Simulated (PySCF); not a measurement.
## Electronic structure of BGeH5O (SMILES B[O][GeH3]) in real space

```xyz
8

B    -3.3741    0.8012    0.7048
Ge   -0.5821    0.4632    0.3818
O    -2.1803    1.3020    0.3513
H    -3.4795   -0.3463    1.1050
H    -4.3421    1.5269    0.6135
H    -0.8010   -0.9685    0.8973
H    -0.0663    0.4912   -1.0627
H     0.3079    1.2911    1.3177
```

Geometry: PBE0-D4/def2-SVP.

These are results of Gaussian-basis quantum chemistry of an isolated molecule with PySCF, energy and nuclear gradient, functional PBE0 in PySCF 2.14.0, not measurements.

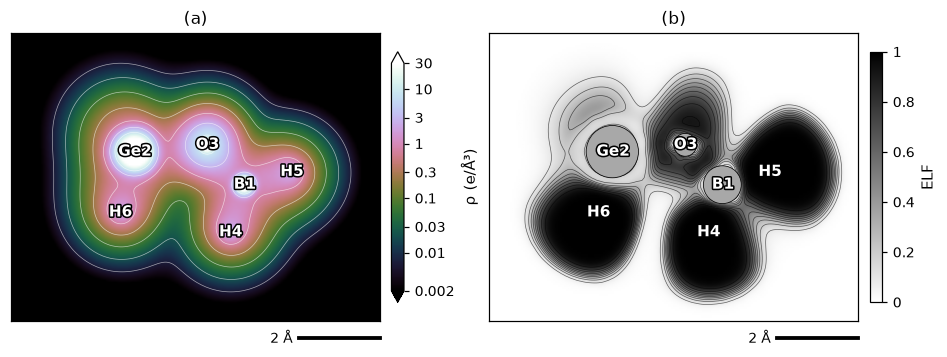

Figure 1. (a) total electron density; (b) ELF on the plane of atoms O3, B1 and H4. Grey discs cover the atomic cores in the ELF map.

### What does the map show?

Atoms in the plane: B, Ge, O and H.
B–O (1.34 Å): ρ at the midpoint is about 2.2 e/Å³; the ELF peaks at about 0.90 between the atoms (a short, strongly polar bond).
Ge–O (1.81 Å): ρ is about 0.93 e/Å³ halfway; the ELF peaks at about 0.85 in the valence shell of O, 0.6 Å from its nucleus, and is about 0.35 at the midpoint.
B–H (1.21 Å): the density is about 1.2 e/Å³ at the midpoint; the ELF climbs to about 1 towards the hydrogen, as it does in any bond to H: an ordinary covalent bond to hydrogen.
Ge–H (1.54 Å): ρ at the midpoint is about 1.1 e/Å³; the ELF climbs to about 1 towards the hydrogen.
The ELF also peaks beside O3, away from the bonds: lone-pair regions.

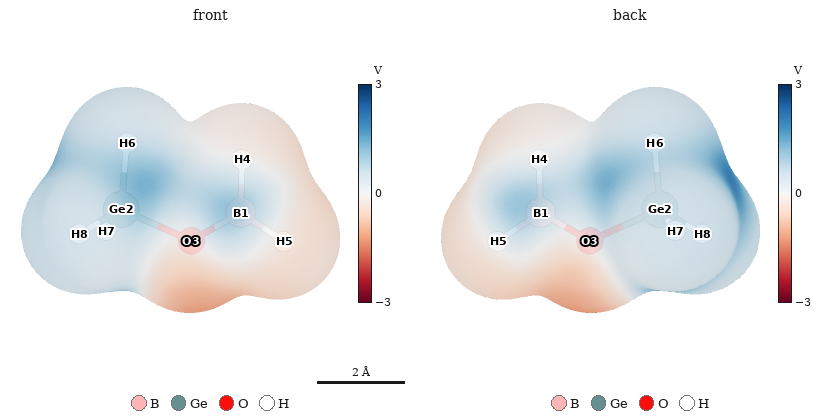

Figure 2. The electrostatic potential painted on the density surface at 0.002 e/bohr³, seen from the front and from behind; the colour scale runs from red (negative) to blue (positive).

### Which sites attract a positive test charge, and which a negative one?

A positive charge is drawn to the negative regions and a negative charge to the positive ones. The most negative region (about −1.2 V) lies over O3, the most positive (about +1.9 V) over Ge2. O3 is the likeliest acceptor of a hydrogen bond.

### What dipole moment does the calculation give?

Its dipole moment is 2.01 D.

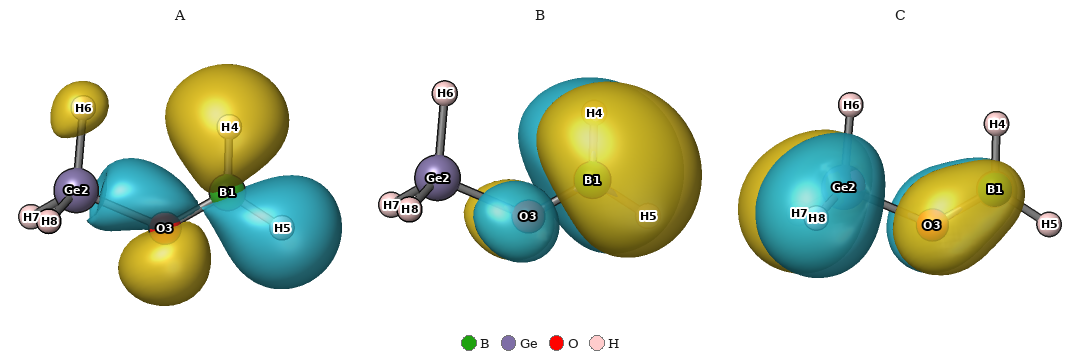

Figure 3. Three frontier orbitals at ±0.08 Å⁻³ᐟ² (yellow and cyan are the two phases), in no order.

### Which picture is the HOMO−1, the HOMO and the LUMO?

C is the HOMO−1 (−9.49 eV). Its weight (Hirshfeld) is mainly on O3 (about 30 %), Ge2 (about 25 %), H7 (about 20 %), H8 (about 20 %) and B1 (about 5 %). A is the HOMO (−8.11 eV). By Hirshfeld shares it lies mainly on O3 (about 30 %), B1 (about 25 %), H4 (about 20 %) and H5 (about 20 %). B is the LUMO (−0.39 eV). It lies mainly on B1 (about 60 %), O3 (about 15 %), H4 (about 10 %) and H5 (about 10 %).

### What is the HOMO–LUMO gap?

7.72 eV between the orbital energies.
